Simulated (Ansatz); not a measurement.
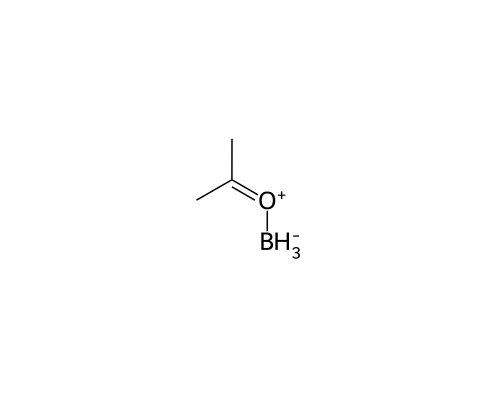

Skeletal drawing of a molecule.

> Transcribe the drawing into SMILES.

[BH3-][O+]=C(C)C

> What is the molecular formula?

C3H9BO.

> An optimisation with PBE0-D4/def2-TZVP gave a structure of which point group?

Cs.

The parts below concern this one geometry. Atoms keep their numbers from picture to picture. The computed structure is the end point of a PBE0-D4/def2-TZVP optimisation.

**Geometry**

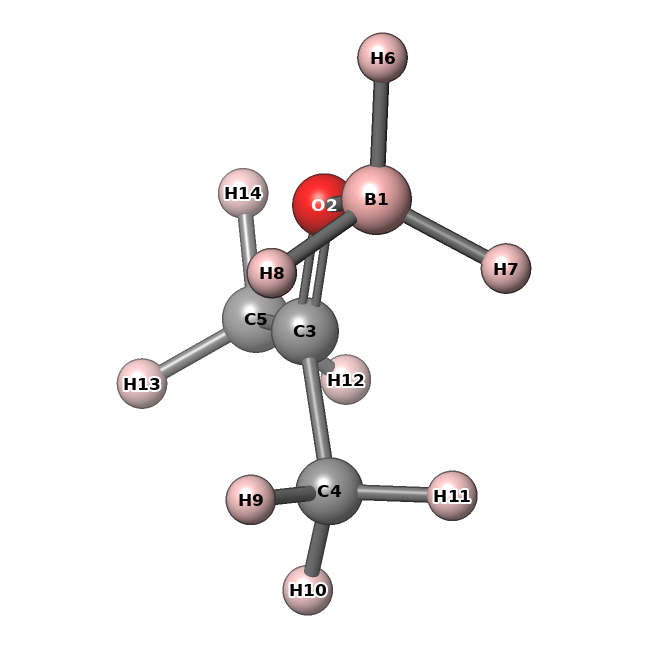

C5 lies behind C3. The molecule seen a little off the C3–C5 bond, C3 in front. Depth is shown by fading: the farther an atom, the more it takes the colour of the background.

> What is the torsion angle O2–C3–C5–H12? The sign is positive where the front bond must turn clockwise to cover the back bond.

122°, anticlinal.

**Dipole moment**

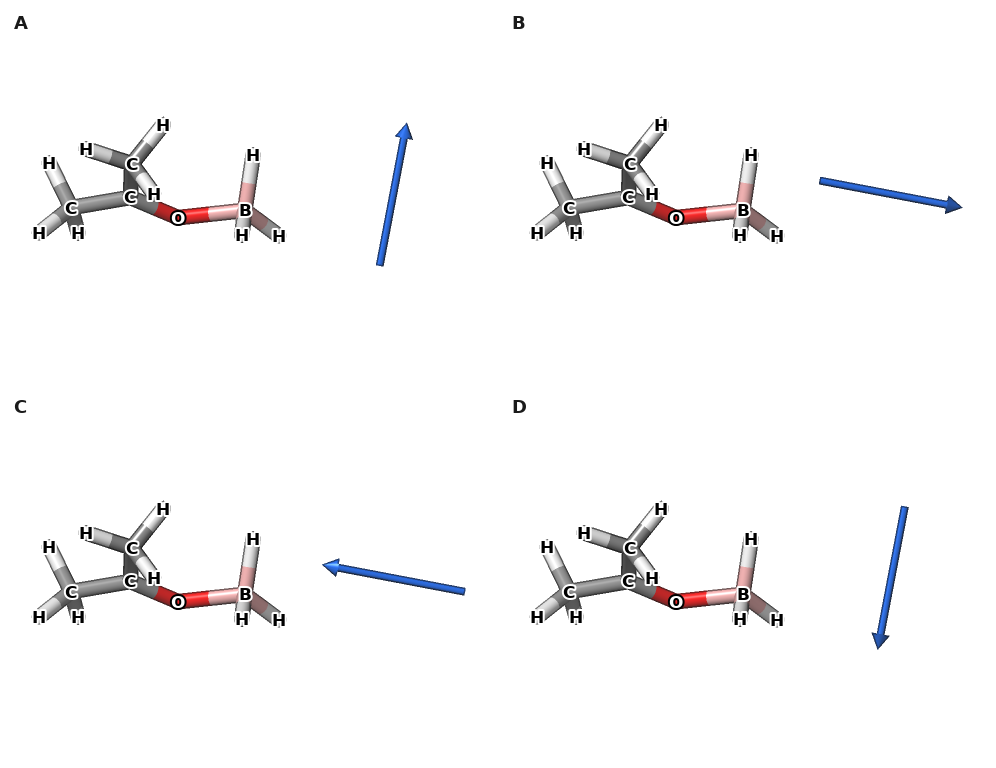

The same molecule four times, each with an arrow. Properties computed with RKS PBE0-D4/def2-TZVP (Ansatz 0.2.0).

> Which arrow points along the dipole moment, from the negative to the positive end?

C. The dipole moment is 6.35 D.

**Electronic properties**

Properties computed with RKS PBE0-D4/def2-SVP (Ansatz 0.2.0).

Computed properties:

- HOMO energy (Kohn–Sham orbital): −7.51 eV
- LUMO energy (Kohn–Sham orbital): −1.77 eV
- HOMO–LUMO gap: 5.74 eV
- dispersion correction: −19.8 kJ/mol

**Charges**

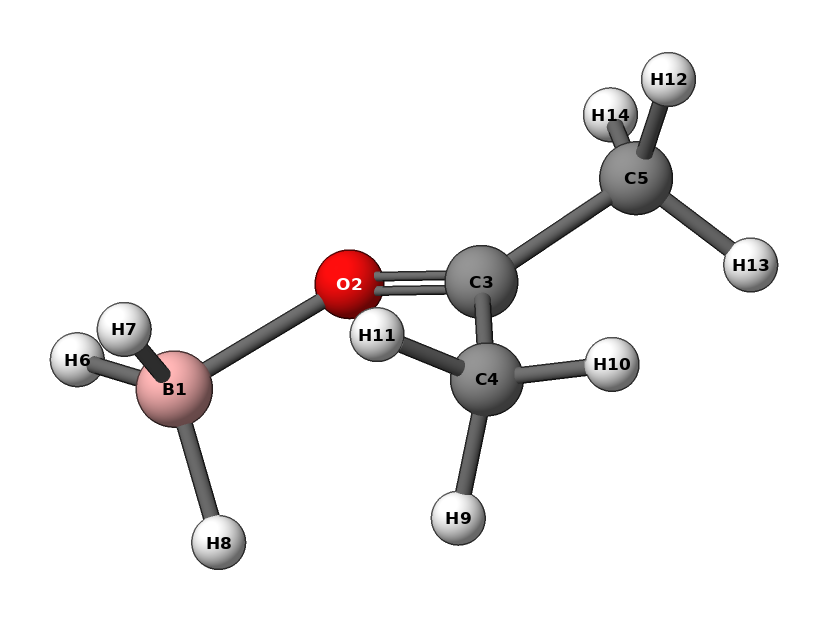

The questions are on Mulliken charges. Level of theory: RKS r2SCAN-D4/def2-TZVPP (Ansatz 0.2.0).

> Which atom carries the highest charge (most positive or least negative)?

C3 (0.33 e).

> And the lowest?

B1 (−0.21 e).

List the Mulliken charges.

| atom | value (e) |
| --- | --- |
| B1 | −0.21 |
| O2 | −0.18 |
| C3 | 0.33 |
| C4 | −0.18 |
| C5 | −0.12 |
| H6 | −0.05 |
| H7 | −0.05 |
| H8 | −0.05 |
| H9 | 0.11 |
| H10 | 0.06 |
| H11 | 0.11 |
| H12 | 0.07 |
| H13 | 0.07 |
| H14 | 0.08 |

Mulliken values depend strongly on the basis set and can even reverse the polarity of a bond.
